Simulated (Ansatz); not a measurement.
Run report: CH$_{7}$AlBNO$_{2}$, geometry relaxation (part 2 of 2)

CH$_{7}$AlBNO$_{2}$; RHF/def2-SVP (Ansatz 0.2.0). It belongs to a series of runs on one base structure; here: end point A relaxed.

Geometry of the input (Å):
```
O  0.7402  -2.5958  -0.3248
C  -0.2175  -1.5209  -0.0442
O  -0.7849  -1.7304  1.2222
N  0.5535  -0.2106  -0.0993
B  -0.5023  0.9373  0.0357
Al 0.1992  2.9020  0.0679
H  0.8788  -2.5191  -1.3120
H  -1.0115  -1.5289  -0.7902
H  0.0138  -1.7112  1.9150
H  0.9122  -0.1197  -1.0202
H  -1.6743  0.7576  0.2148
H  1.7817  3.1752  -0.0806
H  -0.8684  4.1296  0.2306
```

**Trajectory as extended XYZ, continued**
```
13
Properties=species:S:1:pos:R:3:forces:R:3 step=9 energy=-13944.18570
O     0.7661   -2.3538   -0.5303   -0.0915  -0.0352  -0.0048
C    -0.2369   -1.5419   -0.0292   -0.0687  -0.1057  -0.0979
O    -0.5441   -1.9433    1.2431    0.1982   0.0618  -0.0455
N     0.2047   -0.1699   -0.0984    0.0364   0.0170   0.0326
B    -0.6233    0.9575   -0.0445   -0.1450  -0.0362  -0.0308
Al    0.2072    2.9635   -0.0231    0.0051   0.0083  -0.0325
H     0.6714   -2.4750   -1.4631    0.0198   0.0646   0.0889
H    -1.1582   -1.6450   -0.6027    0.0454  -0.0014   0.0668
H     0.2392   -1.9317    1.7782   -0.0872  -0.0111  -0.0604
H     1.2058   -0.0976   -0.1350   -0.1316   0.0258   0.0564
H    -1.8195    0.7315   -0.0301    0.2372   0.0401   0.0069
H     1.7774    3.1927   -0.1826    0.0016  -0.0218   0.0094
H    -0.6694    4.2782    0.1328   -0.0197  -0.0061   0.0111
13
Properties=species:S:1:pos:R:3:forces:R:3 step=12 energy=-13944.21803
O     0.6722   -2.3766   -0.5665   -0.1027   0.0272  -0.2145
C    -0.2645   -1.5441    0.0218    0.0701  -0.1514   0.0340
O    -0.4549   -1.9726    1.3087    0.1643   0.0852  -0.0670
N     0.1881   -0.1791   -0.0598    0.0590   0.0538   0.0218
B    -0.6262    0.9568   -0.1399    0.0150  -0.0901  -0.0495
Al    0.2114    2.9533   -0.0592   -0.0051   0.0418   0.0215
H     0.6524   -2.2910   -1.5116    0.0215   0.0496   0.2781
H    -1.2328   -1.6101   -0.4684   -0.0287  -0.0130   0.0164
H     0.3838   -2.0383    1.7474   -0.1133  -0.0277  -0.0507
H     1.1847   -0.1023    0.0386   -0.0822  -0.0034   0.0165
H    -1.8068    0.7323   -0.2647    0.0040   0.0402   0.0132
H     1.7874    3.1772   -0.1521   -0.0031  -0.0117  -0.0078
H    -0.6742    4.2595    0.1205    0.0013  -0.0005  -0.0120
13
Properties=species:S:1:pos:R:3:forces:R:3 step=14 energy=-13944.24117
O     0.5856   -2.3774   -0.6095    0.0133   0.0408   0.0123
C    -0.2862   -1.5465    0.0696    0.0256   0.0069  -0.0749
O    -0.3803   -2.0145    1.3501    0.0271   0.0272   0.0284
N     0.1728   -0.1813   -0.0073   -0.0325  -0.0691   0.0619
B    -0.6227    0.9567   -0.1874    0.0525  -0.0148  -0.0265
Al    0.2150    2.9571   -0.0989    0.0044   0.0110   0.0249
H     0.6660   -2.1024   -1.5105   -0.0126   0.0082   0.0386
H    -1.2880   -1.5775   -0.3518   -0.0402  -0.0032   0.0235
H     0.4802   -2.2418    1.6750   -0.0287  -0.0097  -0.0566
H     1.1518   -0.1011    0.1954    0.0106   0.0330  -0.0089
H    -1.7918    0.7464   -0.4026   -0.0100  -0.0093  -0.0039
H     1.7933    3.1816   -0.1414   -0.0063  -0.0124  -0.0065
H    -0.6751    4.2658    0.0345   -0.0034  -0.0088  -0.0126
13
Properties=species:S:1:pos:R:3:forces:R:3 step=16 energy=-13944.23158 accepted=F
O     0.5300   -2.3213   -0.6492   -0.1183   0.0999  -0.1387
C    -0.2935   -1.5300    0.1345    0.1329  -0.0788   0.0884
O    -0.2803   -2.0798    1.3921    0.9773  -0.3712   0.0377
N     0.1589   -0.1629    0.1144   -0.1525   0.1845  -0.0151
B    -0.6121    0.9660   -0.2079    0.0664  -0.1845  -0.1811
Al    0.2161    2.9715   -0.1264   -0.0380  -0.0112  -0.0246
H     0.5743   -1.9761   -1.5308   -0.0073  -0.0541   0.1757
H    -1.3274   -1.5283   -0.2139    0.1144  -0.0534  -0.0087
H     0.5694   -2.5174    1.5366   -1.0003   0.5050  -0.1989
H     1.1169   -0.0635    0.4035   -0.1413  -0.0570   0.0374
H    -1.7382    0.7385   -0.6098    0.1517   0.0235   0.1915
H     1.7952    3.1906   -0.1284   -0.0095   0.0092   0.0208
H    -0.6887    4.2778   -0.0998    0.0244  -0.0121   0.0156
13
Properties=species:S:1:pos:R:3:forces:R:3 step=18 energy=-13944.25126
O     0.5252   -2.3364   -0.6413    0.0030   0.0223   0.0124
C    -0.2896   -1.5289    0.1312   -0.1882   0.0208  -0.0949
O    -0.2724   -2.0427    1.3994    0.4701  -0.2248   0.0250
N     0.1588   -0.1635    0.0802    0.0621   0.0424   0.0214
B    -0.6077    0.9636   -0.2357   -0.0191  -0.0356   0.0148
Al    0.2179    2.9665   -0.1346   -0.0010   0.0156  -0.0155
H     0.5889   -1.9882   -1.5179   -0.0021  -0.0241   0.0337
H    -1.3229   -1.5409   -0.2207    0.0971  -0.0026   0.0350
H     0.5516   -2.5058    1.5304   -0.4036   0.1935  -0.0319
H     1.1140   -0.0681    0.3755   -0.0517  -0.0020  -0.0111
H    -1.7506    0.7419   -0.5640    0.0354   0.0017   0.0040
H     1.7949    3.1969   -0.0955   -0.0045  -0.0057   0.0063
H    -0.6874    4.2706   -0.0922    0.0024  -0.0014   0.0007
13
Properties=species:S:1:pos:R:3:forces:R:3 step=20 energy=-13944.25446
O     0.5158   -2.3311   -0.6444    0.0081  -0.0077  -0.0076
C    -0.2874   -1.5230    0.1383   -0.0243   0.0281  -0.0144
O    -0.2491   -2.0419    1.4045    0.0881  -0.0258   0.0072
N     0.1646   -0.1582    0.0908    0.0343   0.0185   0.0190
B    -0.6003    0.9670   -0.2332   -0.0373  -0.0512  -0.0528
Al    0.2124    2.9751   -0.1424    0.0178  -0.0242   0.0333
H     0.5635   -1.9901   -1.5242   -0.0008  -0.0020   0.0019
H    -1.3223   -1.5305   -0.2002    0.0076  -0.0034  -0.0017
H     0.5478   -2.5444    1.5053   -0.0656   0.0144   0.0052
H     1.1178   -0.0656    0.3925   -0.0424   0.0062   0.0030
H    -1.7357    0.7341   -0.5789    0.0093   0.0230   0.0252
H     1.7890    3.1963   -0.0684   -0.0018   0.0223  -0.0066
H    -0.6956    4.2775   -0.1248    0.0069   0.0020  -0.0117
13
Properties=species:S:1:pos:R:3:forces:R:3 step=22 energy=-13944.23020 accepted=F
O     0.4820   -2.2864   -0.6768   -0.0355   0.1104  -0.0114
C    -0.2711   -1.5056    0.1858    0.0865  -0.1242   0.1378
O    -0.1151   -2.0566    1.4359    1.1692  -1.2094  -0.2137
N     0.1522   -0.1355    0.1696   -0.0018   0.0203  -0.0231
B    -0.5956    0.9675   -0.2572    0.0893   0.0235   0.0953
Al    0.2179    2.9782   -0.1673   -0.0333   0.0800  -0.0645
H     0.4825   -1.9101   -1.5443   -0.0107  -0.0304   0.0417
H    -1.3241   -1.5156   -0.0884   -0.0547  -0.0564  -0.0502
H     0.5298   -2.7895    1.3712   -1.1910   1.3049   0.1053
H     1.0736   -0.0224    0.5518   -0.0352  -0.0156  -0.0449
H    -1.7054    0.7269   -0.6707    0.0217  -0.0270  -0.0146
H     1.7857    3.2338   -0.0238   -0.0220  -0.0346   0.0219
H    -0.6918    4.2803   -0.2709    0.0176  -0.0414   0.0204
13
Properties=species:S:1:pos:R:3:forces:R:3 step=24 energy=-13944.25515 accepted=F
O     0.5071   -2.2983   -0.6538   -0.0223   0.0140  -0.0503
C    -0.2591   -1.5022    0.1806   -0.0349   0.0621  -0.0458
O    -0.1127   -2.0181    1.4433    0.7378  -0.8340  -0.1280
N     0.1657   -0.1332    0.1326   -0.0208   0.0382   0.0306
B    -0.5950    0.9744   -0.2546    0.0110   0.0015   0.0166
Al    0.2095    2.9869   -0.1625    0.0052   0.0097  -0.0077
H     0.4824   -1.9687   -1.5400   -0.0105  -0.0184   0.0631
H    -1.3111   -1.5224   -0.1085    0.0338  -0.0280  -0.0239
H     0.4748   -2.7808    1.3820   -0.6884   0.8091   0.1435
H     1.1004   -0.0202    0.4794   -0.0090  -0.0249  -0.0033
H    -1.7165    0.7355   -0.6362    0.0020  -0.0234   0.0025
H     1.7773    3.2267    0.0016   -0.0150   0.0028   0.0020
H    -0.7023    4.2855   -0.2491    0.0112  -0.0087   0.0006
13
Properties=species:S:1:pos:R:3:forces:R:3 step=27 energy=-13944.27308
O     0.5319   -2.2908   -0.6521    0.0141   0.0156  -0.0308
C    -0.2388   -1.4946    0.1772   -0.0406  -0.0500   0.0208
O    -0.0805   -1.9951    1.4460    0.2234  -0.2334  -0.0523
N     0.1725   -0.1251    0.1307    0.0159   0.0400   0.0162
B    -0.5969    0.9784   -0.2485   -0.0034  -0.0065   0.0003
Al    0.2036    2.9927   -0.1627    0.0018  -0.0008   0.0009
H     0.4677   -1.9921   -1.5465    0.0010  -0.0119   0.0233
H    -1.2887   -1.5317   -0.1173    0.0021   0.0069  -0.0070
H     0.3943   -2.8168    1.3877   -0.2064   0.2344   0.0372
H     1.1084   -0.0123    0.4738   -0.0007   0.0044  -0.0052
H    -1.7187    0.7285   -0.6224   -0.0031  -0.0015  -0.0024
H     1.7719    3.2319   -0.0114   -0.0029   0.0034   0.0015
H    -0.7062    4.2921   -0.2395   -0.0013  -0.0005  -0.0025
13
Properties=species:S:1:pos:R:3:forces:R:3 step=29 energy=-13944.29382
O     0.5793   -2.2771   -0.6706    0.0029  -0.0032   0.0302
C    -0.1772   -1.4849    0.1761   -0.1512  -0.0483  -0.0711
O     0.0252   -1.9599    1.4469    0.0747  -0.0500  -0.0337
N     0.2119   -0.1113    0.1162    0.0151  -0.0445   0.0893
B    -0.5892    0.9818   -0.2300    0.0342  -0.0719  -0.0038
Al    0.1869    3.0048   -0.1606    0.0031   0.0114  -0.0018
H     0.4320   -2.0245   -1.5690    0.0034   0.0023  -0.0004
H    -1.2345   -1.5357   -0.1009    0.0507  -0.0197   0.0078
H     0.1319   -2.9016    1.4129   -0.0373   0.1582  -0.0293
H     1.1600    0.0069    0.4218    0.0059   0.0483  -0.0012
H    -1.7182    0.7122   -0.5682    0.0016   0.0130   0.0145
H     1.7502    3.2626    0.0086   -0.0062   0.0054   0.0000
H    -0.7377    4.2920   -0.2684    0.0031  -0.0009  -0.0004
13
Properties=species:S:1:pos:R:3:forces:R:3 step=31 energy=-13944.29521
O     0.5793   -2.2782   -0.6720   -0.0135   0.0067  -0.0144
C    -0.1794   -1.4868    0.1730    0.0477   0.0185   0.0430
O     0.0304   -1.9569    1.4435    0.0044  -0.0792  -0.0193
N     0.2129   -0.1141    0.1213   -0.0240   0.0074  -0.0176
B    -0.5864    0.9795   -0.2227    0.0108  -0.0151  -0.0184
Al    0.1882    3.0041   -0.1639   -0.0010   0.0115   0.0202
H     0.4382   -2.0222   -1.5706    0.0015  -0.0039   0.0012
H    -1.2353   -1.5410   -0.1023    0.0004   0.0065  -0.0073
H     0.1185   -2.8988    1.4075   -0.0157   0.0485   0.0217
H     1.1611    0.0061    0.4265   -0.0112  -0.0031  -0.0037
H    -1.7177    0.7145   -0.5566    0.0014   0.0019   0.0057
H     1.7498    3.2702    0.0048    0.0009   0.0001  -0.0046
H    -0.7394    4.2887   -0.2736   -0.0017   0.0002  -0.0065
13
Properties=species:S:1:pos:R:3:forces:R:3 step=33 energy=-13944.29565
O     0.5795   -2.2793   -0.6753    0.0036   0.0005   0.0024
C    -0.1736   -1.4869    0.1739   -0.0099   0.0007  -0.0018
O     0.0380   -1.9585    1.4433    0.0062  -0.0230  -0.0220
N     0.2182   -0.1146    0.1195    0.0094  -0.0063   0.0125
B    -0.5818    0.9787   -0.2231   -0.0020  -0.0039   0.0011
Al    0.1867    3.0062   -0.1612    0.0029   0.0029  -0.0029
H     0.4341   -2.0234   -1.5731   -0.0016   0.0010  -0.0002
H    -1.2304   -1.5388   -0.0991   -0.0037  -0.0016  -0.0002
H     0.0949   -2.9025    1.4116   -0.0028   0.0260   0.0124
H     1.1672    0.0059    0.4218   -0.0021   0.0029  -0.0029
H    -1.7143    0.7135   -0.5525    0.0012   0.0003  -0.0003
H     1.7475    3.2777    0.0064   -0.0010   0.0019   0.0016
H    -0.7456    4.2871   -0.2773   -0.0004  -0.0016   0.0004
13
Properties=species:S:1:pos:R:3:forces:R:3 step=35 energy=-13944.29569
O     0.5795   -2.2793   -0.6760   -0.0012   0.0025   0.0006
C    -0.1736   -1.4872    0.1737    0.0036   0.0009  -0.0039
O     0.0392   -1.9585    1.4427    0.0009  -0.0046  -0.0042
N     0.2187   -0.1149    0.1200    0.0008  -0.0025   0.0002
B    -0.5811    0.9784   -0.2229    0.0001   0.0001   0.0021
Al    0.1870    3.0064   -0.1614    0.0006   0.0001  -0.0013
H     0.4334   -2.0230   -1.5736   -0.0007  -0.0002  -0.0009
H    -1.2304   -1.5390   -0.0990   -0.0016  -0.0003   0.0013
H     0.0927   -2.9024    1.4130   -0.0015   0.0031   0.0055
H     1.1680    0.0055    0.4210   -0.0006   0.0000   0.0004
H    -1.7138    0.7134   -0.5518    0.0005   0.0002  -0.0006
H     1.7474    3.2794    0.0074   -0.0003   0.0013   0.0010
H    -0.7464    4.2864   -0.2781   -0.0005  -0.0006  -0.0002
```

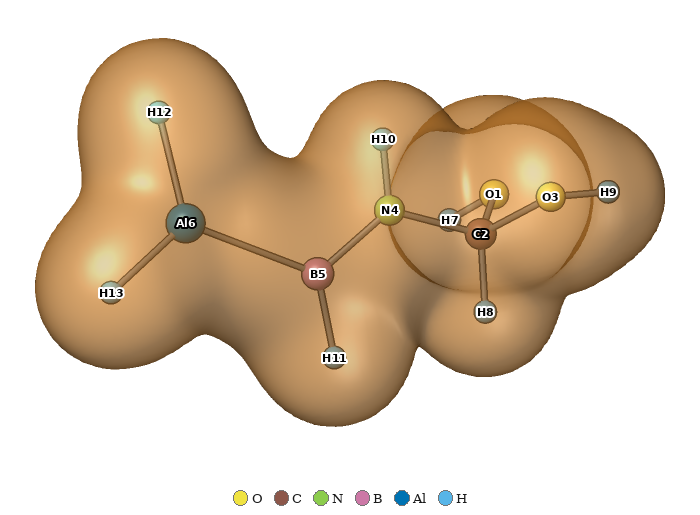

*Isosurface of the total electron density at 0.05 e/Å³ (orange), seen at a tilt.*

At this value the surface is in one piece. On the grid the lowest density along these lines, outside the cores, is 2 e/Å³ (C–O, 1.37 Å), 1.5 e/Å³ (B–N, 1.40 Å), 2 e/Å³ (C–N, 1.43 Å) and 0.51 e/Å³ (Al–B, 2.17 Å).

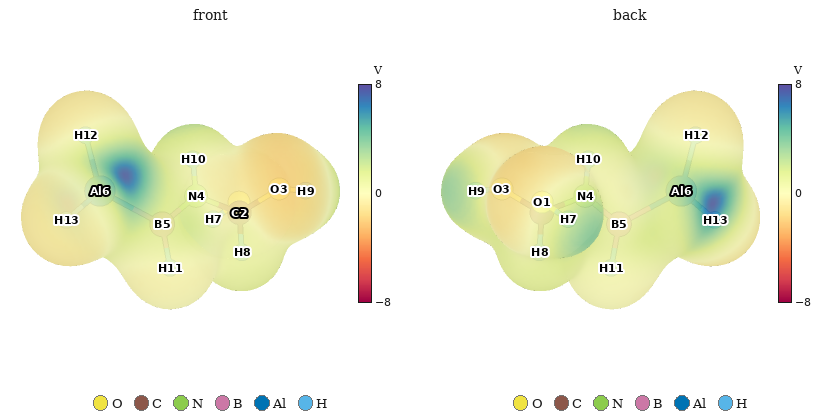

*The electrostatic potential painted on the density surface at 0.004 e/bohr³, seen at a tilt and from behind; the colour scale runs from red (negative) to blue (positive).*

A positive charge is drawn to the negative regions and a negative charge to the positive ones.

**Results in brief**

- outcome: converged
- total energy: −13944.2957 eV
- mean-field energy: −13944.2957 eV
- largest force (length of the vector) at the end: 0.007 eV/Å
- wall time: 3.4 min (CPU time 6 min)
- peak memory: 0.29 GiB
